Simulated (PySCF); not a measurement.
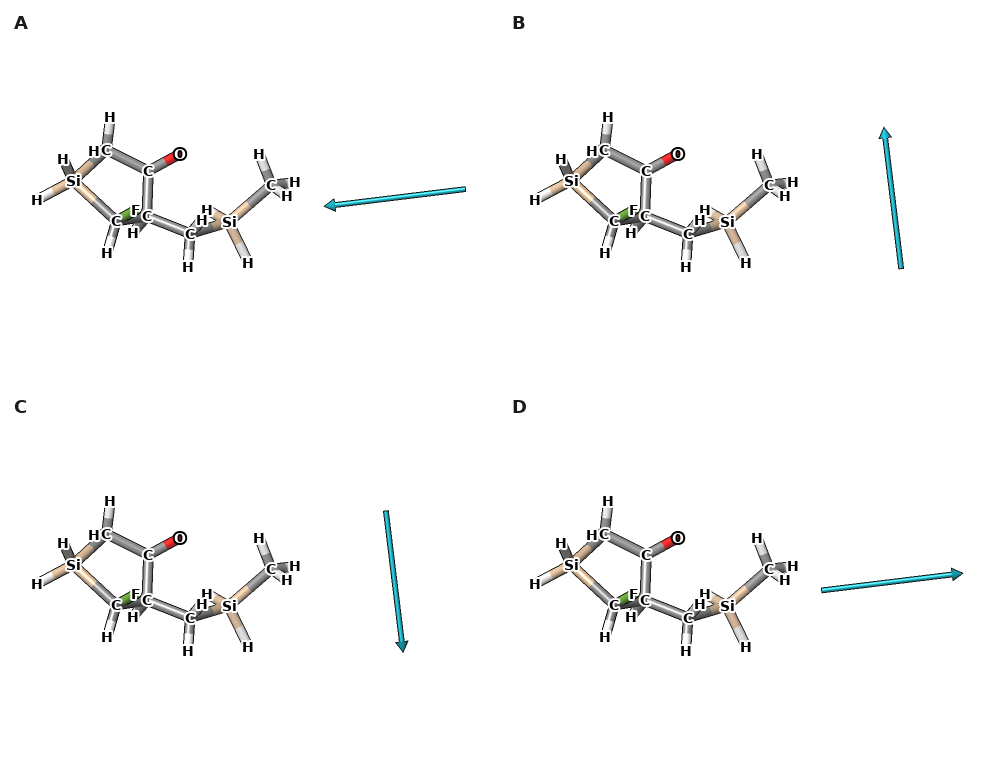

The same molecule four times, each with an arrow. The geometry was computed by an optimisation with GFN2-xTB. No frequency run is at hand to confirm it as a minimum. Properties computed with PBE0/pcSseg-1, gas phase (PySCF 2.14.0).

### Which arrow points along the dipole moment, from the negative to the positive end?

A. The dipole moment is 3.51 D.

The geometry is semi-empirical. Around Si such bond lengths and angles can be off by a tenth of an ångström or more and by several degrees, and values that hang on the shape move with them.
